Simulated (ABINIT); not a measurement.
# InBiS3 (Pm-3m): zone-centre phonons

Aim: the zone-centre modes of InBiS3 (Pm-3m).

Calculated with ABINIT 10.8.3; DFT LDA, scalar-relativistic, plane waves, HGH norm-conserving pseudopotentials.

The structure was built from a prototype and need not be the compound's stable phase.

### 1. The structure

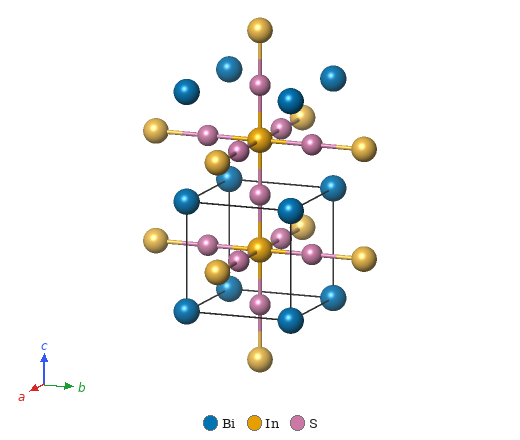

The starting structure, seen slightly off an axis (bismuth blue, indium orange, sulfur pink). 1×1×2 cells are drawn. Some periodic images of atoms are drawn too.

### 2. A first look

A first run with smearing and empty bands tells whether the crystal has a gap, which decides between fixed occupations and smearing later on.

Contents of probe.abi:

```
# ground state
tolvrs 1.0d-08
prtden 1
prtwf 1

# basis, mesh and filling
ecut 24.0
ixc 7
ngkpt 4 4 4
nshiftk 1
shiftk 0.0 0.0 0.0
istwfk *1
occopt 7
tsmear 0.005
nband 20
nstep 100
diemac 9.0
prtebands 0
prtgsr 0

# cell and atoms
acell 9.778198859 9.778198859 9.778198859
rprim 
    1.0 0.0 0.0
    0.0 1.0 0.0
    0.0 0.0 1.0
ntypat 3
znucl 83 49 16
natom 5
typat 1 2 3 3 3
xred 
    0.0 0.0 0.0
    0.5 0.5 0.5
    0.5 0.5 0.0
    0.5 0.0 0.5
    0.0 0.5 0.5
pp_dirpath "./pseudo"
pseudos "Bi.hgh, In.hgh, S.hgh"
```

Launch:

```bash
$ OMP_NUM_THREADS=1 mpirun -n 4 abinit probe.abi > probe.log
```

Numbers of over 12 decimals in the logs are rounded to 6 here.

probe.abo, the main output file:

```text
[banners, grids, parts of the stress and lines that vanish by symmetry left out]
- input  file    -> probe.abi
- output file    -> probe.abo
- root for input  files -> probei
[...]
Symmetries : space group Pm -3 m (#221); Bravais cP (primitive cubic)
[...]
mpw =        5294          nfft =       91125          nkpt =          10
[...]
== DATASET  1 ==================================================================
[...]
cutoff_energies: {ecut:  24.0, pawecutdg:  -1.0, }
[...]
Exchange-correlation functional for the present dataset will be:
  LDA: Perdew-Wang 92 LSD fit to Ceperley-Alder data - ixc=7
[...]
ETOT  1  -37.737805854605    -3.774E+01 2.664E-02 3.667E+03
 ETOT  2  -37.824662107736    -8.686E-02 1.453E-02 1.939E+03
 ETOT  3  -38.222074360122    -3.974E-01 4.470E-03 6.529E+02
 ETOT  4  -38.342792969443    -1.207E-01 4.789E-04 1.679E+00
 ETOT  5  -38.342843972348    -5.100E-05 4.437E-04 1.281E+00
[...]
ETOT 10  -38.343096626037    -1.824E-08 5.119E-05 8.399E-07
 ETOT 11  -38.343096626189    -1.523E-10 4.831E-05 8.166E-12
 At SCF step   11       vres2   =  8.17E-12 < tolvrs=  1.00E-08 =>converged.
[...]
sigma(1 1)=  3.53875101E-04  sigma(3 2)=  0.00000000E+00
  sigma(2 2)=  3.53875101E-04  sigma(3 1)=  0.00000000E+00
  sigma(3 3)=  3.53875101E-04  sigma(2 1)=  0.00000000E+00
[...]
convergence: {deltae: -1.523E-10, res2:  8.166E-12, residm:  4.831E-05, diffor: null, }
etotal    :  -3.83430966E+01
[...]
sigma(1 1)=  3.53875101E-04  sigma(3 2)=  0.00000000E+00
  sigma(2 2)=  3.53875101E-04  sigma(3 1)=  0.00000000E+00
  sigma(3 3)=  3.53875101E-04  sigma(2 1)=  0.00000000E+00
[...]
- sigma(1 1)=  1.04113649E+01  sigma(3 2)=  0.00000000E+00
- sigma(2 2)=  1.04113649E+01  sigma(3 1)=  0.00000000E+00
- sigma(3 3)=  1.04113649E+01  sigma(2 1)=  0.00000000E+00
[...]
fcart     -0.0000000000E+00 -0.0000000000E+00 -0.0000000000E+00
           strten      3.5387510061E-04  3.5387510061E-04  3.5387510061E-04
================================================================================

[key lines of the parts left out:]
pressure_GPa:  -1.0411E+01
```

The job ended after 13 s (4 MPI ranks of Arm Neoverse V1, shared host).

Read from the output:

```yaml
volume_per_atom: 27.71 Å³
pressure: -10.41 GPa
gap_on_the_k_mesh: 0 eV
```

No gap opens on this mesh, so smearing is kept; the printed pressure holds the stress of the finite basis too.

### 3. Rough relaxation

The typed start is rough, so a first relaxation with smearing and loose thresholds takes it towards rest cheaply.

Contents of prerelax.abi:

```
# relaxation
ionmov 2
optcell 2
dilatmx 1.15
chkdilatmx 0
ntime 40
tolmxf 3.0d-04
tolvrs 1.0d-10
prtwf 0
prtden 0
chksymtnons 0

# basis, mesh and filling
ecut 25.0
ecutsm 3.0
ixc 7
ngkpt 4 4 4
nshiftk 1
shiftk 0.0 0.0 0.0
istwfk *1
occopt 7
tsmear 0.005
nband 20
nstep 100
diemac 1000000.0
prtebands 0
prtgsr 0

# cell and atoms
acell 9.778198859 9.778198859 9.778198859
rprim 
    1.0 0.0 0.0
    0.0 1.0 0.0
    0.0 0.0 1.0
ntypat 3
znucl 83 49 16
natom 5
typat 1 2 3 3 3
xred 
    0.0 0.0 0.0
    0.5 0.5 0.5
    0.5 0.5 0.0
    0.5 0.0 0.5
    0.0 0.5 0.5
pp_dirpath "./pseudo"
pseudos "Bi.hgh, In.hgh, S.hgh"
```

Launch:

```bash
$ OMP_NUM_THREADS=1 mpirun -n 4 abinit prerelax.abi > prerelax.log
```

prerelax.abo, the main output file:

```text
[banners, grids, parts of the stress and lines that vanish by symmetry left out]
- input  file    -> prerelax.abi
- output file    -> prerelax.abo
- root for input  files -> prerelaxi
[...]
Symmetries : space group Pm -3 m (#221); Bravais cP (primitive cubic)
[...]
mpw =        8529          nfft =      157464          nkpt =          10
[...]
== DATASET  1 ==================================================================
[...]
cutoff_energies: {ecut:  25.0, pawecutdg:  -1.0, }
[...]
Exchange-correlation functional for the present dataset will be:
  LDA: Perdew-Wang 92 LSD fit to Ceperley-Alder data - ixc=7
[...]
ETOT  1  -37.739453882804    -3.774E+01 3.017E-02 6.310E+03
 ETOT  2  -38.176599797429    -4.371E-01 6.523E-03 8.338E+02
 ETOT  3  -38.260919406326    -8.432E-02 2.808E-03 7.522E+02
 ETOT  4  -38.201571353187     5.935E-02 3.341E-03 1.203E+03
[...]
ETOT  7  -38.381138848264    -1.108E-12 7.022E-06 9.501E-12
 At SCF step    7       vres2   =  9.50E-12 < tolvrs=  1.00E-10 =>converged.
[...]
sigma(1 1)= -8.97927128E-08  sigma(3 2)=  0.00000000E+00
  sigma(2 2)= -8.97927128E-08  sigma(3 1)=  0.00000000E+00
  sigma(3 3)= -8.97927128E-08  sigma(2 1)=  0.00000000E+00
[...]
convergence: {deltae: -1.108E-12, res2:  9.501E-12, residm:  7.022E-06, diffor: null, }
etotal    :  -3.83811388E+01
[...]
At Broyd/MD step   6, gradients are converged :
[...]
sigma(1 1)= -8.97927128E-08  sigma(3 2)=  0.00000000E+00
  sigma(2 2)= -8.97927128E-08  sigma(3 1)=  0.00000000E+00
  sigma(3 3)= -8.97927128E-08  sigma(2 1)=  0.00000000E+00
[...]
- sigma(1 1)= -2.64179282E-03  sigma(3 2)=  0.00000000E+00
- sigma(2 2)= -2.64179282E-03  sigma(3 1)=  0.00000000E+00
- sigma(3 3)= -2.64179282E-03  sigma(2 1)=  0.00000000E+00
[...]
fcart     -0.0000000000E+00 -0.0000000000E+00 -0.0000000000E+00
           strten     -8.9792712776E-08 -8.9792712773E-08 -8.9792712770E-08
================================================================================

[key lines of the parts left out:]
pressure_GPa:   2.6418E-03
Total energy (etotal) [Ha]= -3.83811388482643E+01
```

Elapsed: 1.8 min, on 4 MPI ranks; 7.2 min of CPU time.

Relaxation path:

```csv
step,energy less that of the first step (eV),largest force (eV/Å),volume (Å³)
1,0.0000,0.0000,138.54
2,-0.2519,0.0000,134.35
3,-0.8422,0.0000,101.95
4,-1.0312,0.0000,113.79
5,-1.0444,0.0000,111.47
6,-1.0446,0.0000,111.17
```

```csv
"conventional cell, symmetrised",before,after,change
a (Å),5.174,4.808,-7.1 %
b (Å),5.174,4.808,-7.1 %
c (Å),5.174,4.808,-7.1 %
volume (Å³/atom),27.71,22.23,-19.8 %
```

The relaxed structure:

```xyz
5
Lattice="4.8084 0.0000 0.0000 0.0000 4.8084 0.0000 0.0000 0.0000 4.8084" Properties=species:S:1:pos:R:3 pbc="T T T"
Bi    0.0000    0.0000    0.0000
In    2.4042    2.4042    2.4042
S     2.4042    2.4042    0.0000
S     2.4042    0.0000    2.4042
S     0.0000    2.4042    2.4042
```

Numbers from this step:

```
volume per atom : 22.23 Å³
pressure        : 0.002642 GPa
```

The volume changes by -19.8 % in this run and stands -19.8 % from the first cell.

### 4. Rough relaxation

The cell changed much, so the rough relaxation is repeated on a basis made for the new cell.

Changes to prerelax.abi since step 3:

```diff
@@ -29,3 +29,3 @@
 # cell and atoms
-acell 9.778198859 9.778198859 9.778198859
+acell 9.086555288 9.086555288 9.086555288
 rprim
```

prerelax.abo, the main output file:

```text
[banners, grids, parts of the stress and lines that vanish by symmetry left out]
- input  file    -> prerelax.abi
- output file    -> prerelax.abo
- root for input  files -> prerelaxi
[...]
Symmetries : space group Pm -3 m (#221); Bravais cP (primitive cubic)
[...]
mpw =        6859          nfft =      110592          nkpt =          10
[...]
== DATASET  1 ==================================================================
[...]
cutoff_energies: {ecut:  25.0, pawecutdg:  -1.0, }
[...]
Exchange-correlation functional for the present dataset will be:
  LDA: Perdew-Wang 92 LSD fit to Ceperley-Alder data - ixc=7
[...]
ETOT  1  -37.826438564532    -3.783E+01 2.478E-02 4.697E+03
 ETOT  2  -38.309020969586    -4.826E-01 6.643E-03 2.870E+02
 ETOT  3  -38.362524167067    -5.350E-02 1.477E-03 1.469E+02
 ETOT  4  -38.370654345063    -8.130E-03 1.216E-03 7.940E+01
 ETOT  5  -38.381077536151    -1.042E-02 4.933E-04 3.304E-01
[...]
ETOT 11  -38.381138932330    -2.979E-11 5.103E-05 3.418E-10
 ETOT 12  -38.381138932329     9.805E-13 7.399E-05 6.140E-11
 At SCF step   12       vres2   =  6.14E-11 < tolvrs=  1.00E-10 =>converged.
[...]
sigma(1 1)= -8.98249645E-08  sigma(3 2)=  0.00000000E+00
  sigma(2 2)= -8.98249645E-08  sigma(3 1)=  0.00000000E+00
  sigma(3 3)= -8.98249645E-08  sigma(2 1)=  0.00000000E+00
[...]
convergence: {deltae:  9.805E-13, res2:  6.140E-11, residm:  7.399E-05, diffor: null, }
etotal    :  -3.83811389E+01
[...]
At Broyd/MD step   1, gradients are converged :
[...]
sigma(1 1)= -8.98249645E-08  sigma(3 2)=  0.00000000E+00
  sigma(2 2)= -8.98249645E-08  sigma(3 1)=  0.00000000E+00
  sigma(3 3)= -8.98249645E-08  sigma(2 1)=  0.00000000E+00
[...]
- sigma(1 1)= -2.64274170E-03  sigma(3 2)=  0.00000000E+00
- sigma(2 2)= -2.64274170E-03  sigma(3 1)=  0.00000000E+00
- sigma(3 3)= -2.64274170E-03  sigma(2 1)=  0.00000000E+00
[...]
fcart     -0.0000000000E+00 -0.0000000000E+00 -0.0000000000E+00
           strten     -8.9824964514E-08 -8.9824964516E-08 -8.9824964516E-08
================================================================================

[key lines of the parts left out:]
pressure_GPa:   2.6427E-03
Total energy (etotal) [Ha]= -3.83811389323292E+01
```

It took 15 s on 4 MPI ranks.

Little changed from the start: no atom moved by 0.005 Å and no cell edge by 0.1 %.

Read from the output:

```
pressure : 0.002643 GPa
```

The volume changes by +0.0 % in this run and stands -19.8 % from the first cell.

### 5. Relaxing the cell and atoms

The harmonic expansion needs vanishing forces, and a free crystal bears no stress, so cell and atoms are brought to rest. Stress is more sensitive to the basis than forces are: the last 3 Ha under the cutoff are smoothed with ecutsm, and the cutoff is raised above that of the later runs.

relax.abi, as its differences from prerelax.abi of step 4:

```diff
@@ -3,7 +3,6 @@
 optcell 2
-dilatmx 1.15
-chkdilatmx 0
+dilatmx 1.08
 ntime 40
-tolmxf 3.0d-04
-tolvrs 1.0d-10
+tolmxf 1.0d-05
+tolvrs 1.0d-14
 prtwf 0
@@ -13,6 +12,6 @@
 # basis, mesh and filling
-ecut 25.0
+ecut 31.0
 ecutsm 3.0
 ixc 7
-ngkpt 4 4 4
+ngkpt 6 6 6
 nshiftk 1
@@ -21,3 +20,3 @@
 occopt 7
-tsmear 0.005
+tsmear 0.01
 nband 20
```

Launch:

```bash
$ OMP_NUM_THREADS=1 mpirun -n 4 abinit relax.abi > relax.log
```

relax.abo, the main output file:

```text
[banners, grids, parts of the stress and lines that vanish by symmetry left out]
- input  file    -> relax.abi
- output file    -> relax.abo
- root for input  files -> relaxi
[...]
Symmetries : space group Pm -3 m (#221); Bravais cP (primitive cubic)
[...]
mpw =        7814          nfft =      125000          nkpt =          20
[...]
== DATASET  1 ==================================================================
[...]
cutoff_energies: {ecut:  31.0, pawecutdg:  -1.0, }
[...]
Exchange-correlation functional for the present dataset will be:
  LDA: Perdew-Wang 92 LSD fit to Ceperley-Alder data - ixc=7
[...]
ETOT  1  -37.828013436576    -3.783E+01 2.886E-02 5.311E+03
 ETOT  2  -38.292227184342    -4.642E-01 1.082E-02 3.923E+02
 ETOT  3  -38.345161121953    -5.293E-02 3.319E-03 3.078E+02
 ETOT  4  -38.344735558043     4.256E-04 5.375E-03 2.815E+02
 ETOT  5  -38.381678563099    -3.694E-02 7.145E-04 8.117E-02
[...]
At SCF step   13       vres2   =  2.40E-16 < tolvrs=  1.00E-14 =>converged.
[...]
sigma(1 1)= -7.32002107E-06  sigma(3 2)=  0.00000000E+00
  sigma(2 2)= -7.32002107E-06  sigma(3 1)=  0.00000000E+00
  sigma(3 3)= -7.32002107E-06  sigma(2 1)=  0.00000000E+00
[...]
convergence: {deltae: -4.832E-13, res2:  2.403E-16, residm:  8.845E-05, diffor: null, }
etotal    :  -3.83816884E+01
[...]
ETOT  1  -38.381680228899    -3.838E+01 1.127E-04 8.429E-02
[...]
At SCF step    9       vres2   =  4.87E-16 < tolvrs=  1.00E-14 =>converged.
[...]
sigma(1 1)= -5.63531806E-06  sigma(3 2)=  0.00000000E+00
  sigma(2 2)= -5.63531806E-06  sigma(3 1)=  0.00000000E+00
  sigma(3 3)= -5.63531806E-06  sigma(2 1)=  0.00000000E+00
[...]
convergence: {deltae: -1.464E-12, res2:  4.866E-16, residm:  3.398E-05, diffor: null, }
etotal    :  -3.83816916E+01
[...]
ETOT  1  -38.381567051331    -3.838E+01 2.777E-05 9.594E-01
[...]
ETOT  8  -38.381696245136    -7.319E-13 6.046E-06 1.136E-13
 ETOT  9  -38.381696245134     1.428E-12 4.189E-06 5.724E-15
 At SCF step    9       vres2   =  5.72E-15 < tolvrs=  1.00E-14 =>converged.
[...]
sigma(1 1)= -2.25186364E-08  sigma(3 2)=  0.00000000E+00
  sigma(2 2)= -2.25186364E-08  sigma(3 1)=  0.00000000E+00
  sigma(3 3)= -2.25186364E-08  sigma(2 1)=  0.00000000E+00
[...]
convergence: {deltae:  1.428E-12, res2:  5.724E-15, residm:  4.189E-06, diffor: null, }
etotal    :  -3.83816962E+01
[...]
At Broyd/MD step   3, gradients are converged :
[...]
sigma(1 1)= -2.25186364E-08  sigma(3 2)=  0.00000000E+00
  sigma(2 2)= -2.25186364E-08  sigma(3 1)=  0.00000000E+00
  sigma(3 3)= -2.25186364E-08  sigma(2 1)=  0.00000000E+00
[...]
- sigma(1 1)= -6.62521157E-04  sigma(3 2)=  0.00000000E+00
- sigma(2 2)= -6.62521157E-04  sigma(3 1)=  0.00000000E+00
- sigma(3 3)= -6.62521157E-04  sigma(2 1)=  0.00000000E+00
[...]
fcart     -0.0000000000E+00 -0.0000000000E+00 -0.0000000000E+00
           strten     -2.2518636429E-08 -2.2518636426E-08 -2.2518636426E-08
================================================================================

[key lines of the parts left out:]
pressure_GPa:   6.6252E-04
Total energy (etotal) [Ha]= -3.83816962451341E+01
```

It took 80 s on 4 MPI ranks; 5.3 min of CPU time.

Little changed from the start: no atom moved by 0.005 Å and no cell edge by 0.1 %.

Read from the output:

```yaml
volume_per_atom: 22.30 Å³
pressure: 6.63e-4 GPa
```

The volume changes by +0.3 % in this run and stands -19.5 % from the first cell.

### 6. Self-consistent run for the response

First-order wavefunctions inherit every error of the ground state, hence the very tight tolvrs. Smearing stays on, as the first look found no gap above 0.3 eV.

Contents of gs.abi:

```
# ground state
tolvrs 1.0d-16
prtden 1
prtwf 1

# basis, mesh and filling
ecut 24.0
ixc 7
ngkpt 6 6 6
nshiftk 1
shiftk 0.0 0.0 0.0
istwfk *1
occopt 7
tsmear 0.01
nband 20
nstep 100
diemac 1000000.0
prtebands 0
prtgsr 0

# cell and atoms
acell 9.095244495 9.095244495 9.095244495
rprim 
    1.0 0.0 0.0
    0.0 1.0 0.0
    0.0 0.0 1.0
ntypat 3
znucl 83 49 16
natom 5
typat 1 2 3 3 3
xred 
    0.0 0.0 0.0
    0.5 0.5 0.5
    0.5 0.5 0.0
    0.5 0.0 0.5
    0.0 0.5 0.5
pp_dirpath "./pseudo"
pseudos "Bi.hgh, In.hgh, S.hgh"
```

Launch:

```bash
$ OMP_NUM_THREADS=1 mpirun -n 4 abinit gs.abi > gs.log
```

gs.abo, the main output file:

```text
[banners, grids, parts of the stress and lines that vanish by symmetry left out]
- input  file    -> gs.abi
- output file    -> gs.abo
- root for input  files -> gsi
[...]
Symmetries : space group Pm -3 m (#221); Bravais cP (primitive cubic)
[...]
mpw =        4260          nfft =       91125          nkpt =          20
[...]
== DATASET  1 ==================================================================
[...]
cutoff_energies: {ecut:  24.0, pawecutdg:  -1.0, }
[...]
Exchange-correlation functional for the present dataset will be:
  LDA: Perdew-Wang 92 LSD fit to Ceperley-Alder data - ixc=7
[...]
ETOT  1  -37.833174060159    -3.783E+01 2.688E-02 3.839E+03
 ETOT  2  -38.290797756160    -4.576E-01 7.849E-03 2.797E+02
 ETOT  3  -38.342035717861    -5.124E-02 2.650E-03 2.247E+02
 ETOT  4  -38.340387618471     1.648E-03 4.040E-03 2.124E+02
 ETOT  5  -38.378690860564    -3.830E-02 9.181E-04 6.056E-02
[...]
ETOT 13  -38.378701424077     0.000E+00 3.679E-05 2.604E-16
 ETOT 14  -38.378701424075     1.386E-12 7.580E-05 3.898E-18
 At SCF step   14       vres2   =  3.90E-18 < tolvrs=  1.00E-16 =>converged.
[...]
sigma(1 1)=  1.72071325E-05  sigma(3 2)=  0.00000000E+00
  sigma(2 2)=  1.72071325E-05  sigma(3 1)=  0.00000000E+00
  sigma(3 3)=  1.72071325E-05  sigma(2 1)=  0.00000000E+00
[...]
convergence: {deltae:  1.386E-12, res2:  3.898E-18, residm:  7.580E-05, diffor: null, }
etotal    :  -3.83787014E+01
[...]
sigma(1 1)=  1.72071325E-05  sigma(3 2)=  0.00000000E+00
  sigma(2 2)=  1.72071325E-05  sigma(3 1)=  0.00000000E+00
  sigma(3 3)=  1.72071325E-05  sigma(2 1)=  0.00000000E+00
[...]
- sigma(1 1)=  5.06251317E-01  sigma(3 2)=  0.00000000E+00
- sigma(2 2)=  5.06251317E-01  sigma(3 1)=  0.00000000E+00
- sigma(3 3)=  5.06251317E-01  sigma(2 1)=  0.00000000E+00
[...]
fcart     -0.0000000000E+00 -0.0000000000E+00 -0.0000000000E+00
           strten      1.7207132530E-05  1.7207132530E-05  1.7207132530E-05
================================================================================

[key lines of the parts left out:]
pressure_GPa:  -5.0625E-01
```

Run time: 23 s. Hardware: 4 MPI ranks; 93 s of CPU time.

Numbers from this step:

```
pressure : -0.5063 GPa
```

The cell stands at -0.51 GPa: the relaxation ran with a smoothed and higher cutoff, and the difference is a stress of the finite basis.

(Continued in part 2 of 4.)

[Host names and launcher messages were left out of these logs when they were recorded.]

[Logs are printed without paths, hosts, clocks, repeated set-up lines and the standing remarks that a program may print on its own settings, such as how far it seeks lower states.]

[Hosts, paths, dates, database ids (printed as entryN), source tags and the programs' standing remarks are cut or masked in the printed files.]
